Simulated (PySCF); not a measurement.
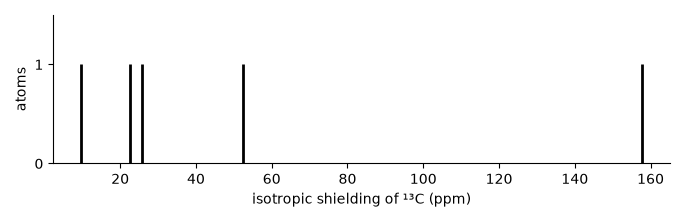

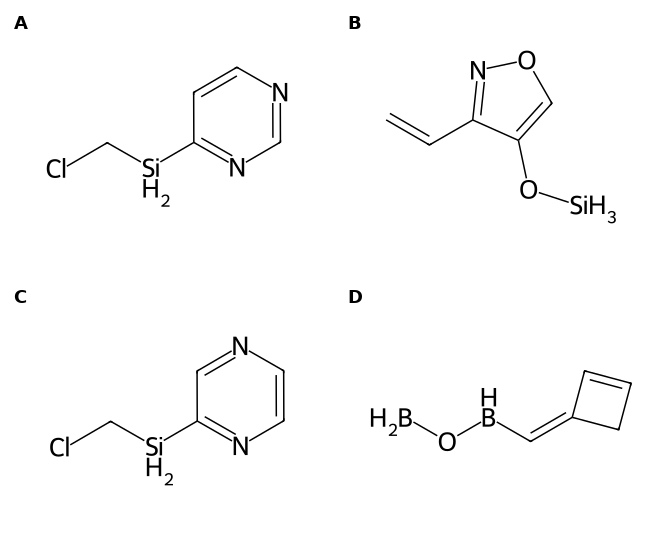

The sticks are computed shieldings of one of the molecules, for one fixed geometry (GFN2-xTB) without averaging over rotations. Low shielding means a high chemical shift. Method: GIAO PBE0/pcSseg-1 NMR shielding, non-relativistic, gas phase (PySCF 2.14.0).

Match the spectrum to a structure.

Answer. A, `ClC[SiH2]c1ccncn1`. Its 5 C atoms give lines at 9.7, 22.5, 25.6, 52.5, 157.6 ppm.

The geometry is semi-empirical. Around B, Si such bond lengths and angles can be off by a tenth of an ångström or more and by several degrees, and values that hang on the shape move with them.
